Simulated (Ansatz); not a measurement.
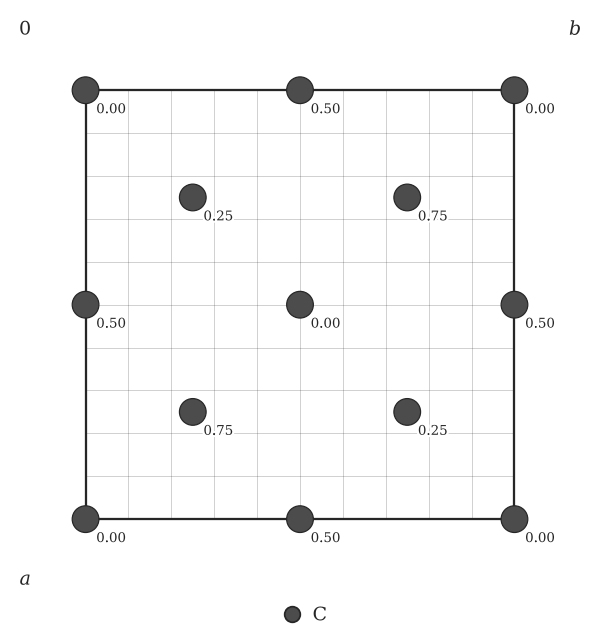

Plan of a unit cell projected along c (a down the page, b across); the numbers are heights as fractions of c, and atoms on the cell's edges are repeated. The grid marks tenths of a and b. Source: the input geometry of an electronic-structure calculation (not necessarily at equilibrium); the starting structure was generated, so it need not be a known form of this composition. Symmetry computed with spglib at a tolerance of 0.002 Å; standard conventional cell.

a = 3.550 Å, b = 3.550 Å, c = 3.550 Å, α = 90.00°, β = 90.00°, γ = 90.00°.

**What does the cell contain?**

8 C: C, Z = 8.

**Which space group?**

Fd-3m (No. 227, origin choice 1), face-centred cubic.

**Give the independent sites, coordinates to two places.**

| atom | site | symmetry | x | y | z |
| --- | --- | --- | --- | --- | --- |
| C | 8a | -43m | 0.25 | 0.25 | 0.25 |
